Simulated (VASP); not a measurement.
Band structure of PtS$_{2}$ (space group P-3m1). Level of theory: modified Becke-Johnson potential (mBJ) with spin-orbit coupling, VASP's PBE PAW potentials (set 64) (plane waves; VASP 6.6.1).

mBJ is a potential without an energy functional, so only the levels count. The path is coarsely sampled, so an indirect gap can come out somewhat too large. Without a dispersion term in the relaxation, distances and binding between the weakly bound layers, chains or molecules are unreliable, and so is what depends on them.

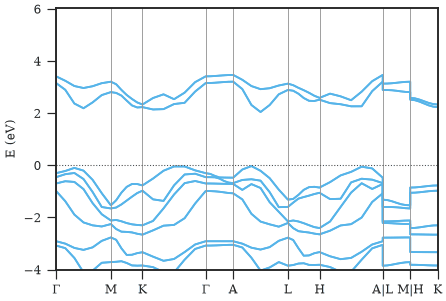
Figure. Bands along high-symmetry lines, zero at the valence-band maximum or, without a gap, the Fermi level

Read the plot: is there a gap, and where are the band edges?

The gap is indirect, 2.05 eV, from the valence maximum at (0.00, 0.17, 0.25) to the conduction minimum at A-L at 0.50.

The structure comes from a computed database's PtS2 entry (P-3m1); how it stands against other phases isn't given here. It was relaxed first, which changed the volume by +11 %. The cell's shape comes from a PBE relaxation.
